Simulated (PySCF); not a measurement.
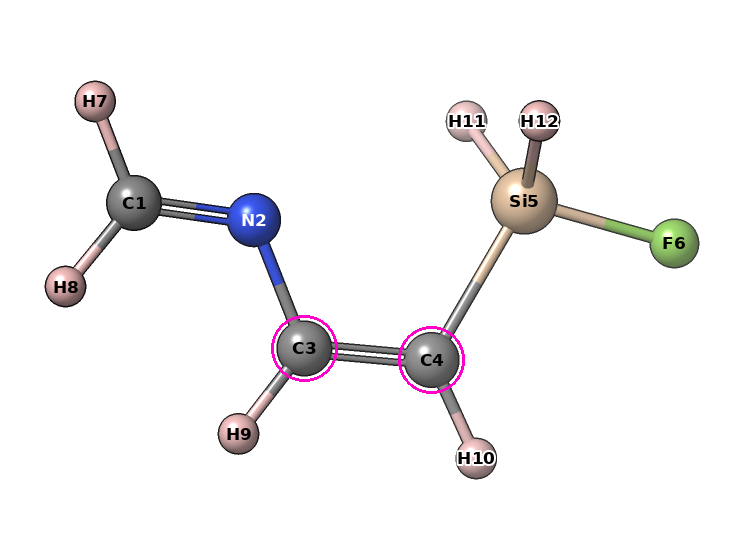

Distant atoms are faded towards the background colour. Circles mark the stereogenic atoms. The geometry was computed by an optimisation with PBE0-D3(BJ)/def2-SVP. No frequency run is at hand to confirm it as a minimum.

> What are the Cahn–Ingold–Prelog descriptors?

C3=C4: Z.

> Give a SMILES with the stereochemistry.

C=N/C=C\[SiH2]F
